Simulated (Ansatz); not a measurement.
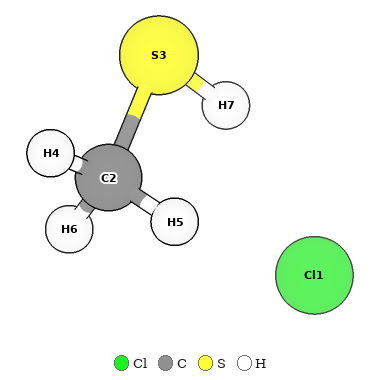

The system is the pair Cl···CH₄S, charge −1; the picture shows the reference structure. 
- The turn is about an axis along (0.74, 0.64, 0.19) in the frame of the relaxed pair, normal to the line between the partners.
- Coordinates scanned: (1) distance S3···Cl1; (2) turn of Cl1 about S3.
- The grid has 13 × 13 points. At 2 points there is no value (left out of the scan, as a rule where atoms come close).
- Points are written as (first, second).
- Energies: kJ/mol, counted from the ion and the molecule far apart, frozen as in the relaxed pair, each in its own basis (no counterpoise correction).
- Energies and slopes of some neighbouring points disagree (a jump in structure or state, or too coarse a mesh).
- The calculation used RHF/def2-TZVPD (Ansatz 0.2.0).

Its coordinates:

```xyz
7

Cl    0.0009    0.8704   -2.9297
C     0.2704   -0.5165    0.6791
S    -0.9210    0.8431    0.7676
H     0.3718   -0.9299    1.6753
H     1.2270   -0.1544    0.3349
H    -0.0813   -1.2792    0.0013
H    -0.8678    1.1666   -0.5285
```

Range: distance S3···Cl1 from 3.201 to 4.601 Å; turn of Cl1 about S3 from −120 to 120°.

Predict the map.

Answer. The lowest grid point is at (3.859 Å, 0°), −34 kJ/mol from the ion and the molecule far apart, frozen as in the relaxed pair, each in its own basis (no counterpoise correction). The highest grid point, (3.201 Å, −80°), lies 1845 kJ/mol above the lowest. At the highest point the unbonded atoms Cl1···C2 come to 1.39 Å, against 3.92 Å at the lowest; the sum of their van der Waals radii is about 3.6 Å.

```tsv
turn of Cl1 about S3 ↓, distance S3···Cl1 →	3.201	3.244	3.315	3.402	3.502	3.612	3.731	3.859	3.994	4.137	4.285	4.440	4.601
120	27	25	22	20	18	16	15	14	13	12	12	12	11
100	14	13	11	10	8	8	7	7	7	7	7	7	7
80	5	3	2	0	−1	−2	−2	−2	−1	−1	−1	0	0
60	2	0	−4	−6	−9	−10	−11	−11	−11	−10	−9	−8	−7
40	1	−3	−8	−13	−17	−20	−21	−21	−21	−20	−18	−17	−15
20	−3	−9	−15	−21	−26	−29	−30	−30	−29	−28	−26	−24	−22
0	−8	−13	−19	−25	−29	−32	−33	−34	−33	−31	−30	−28	−25
−20	31	22	11	0	−10	−18	−23	−27	−29	−30	−30	−29	−27
−40	415	372	308	241	178	124	80	45	19	1	−11	−19	−23
−60	1488	1378	1196	984	768	572	406	273	173	101	52	19	−1
−80	1811	1647	1413	1170	929	705	509	348	225	135	74	33	7
−100	–	–	1496	1163	871	630	439	292	184	107	55	21	0
−120	657	580	470	361	264	183	119	71	35	11	−5	−15	−20
```

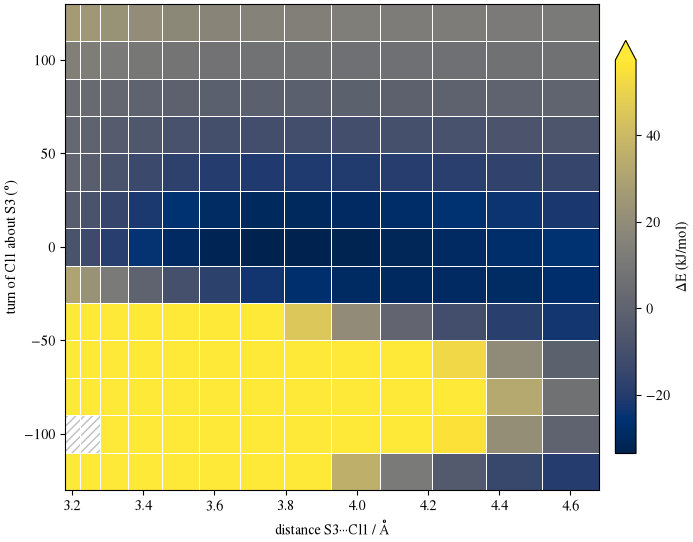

In the figure: one coloured cell a grid point, one colour for all values above the top of the scale, hatched blanks where no value was computed.

The whole map (167 points run) took 14 min on 1 thread of Arm Neoverse V1, on a shared host.
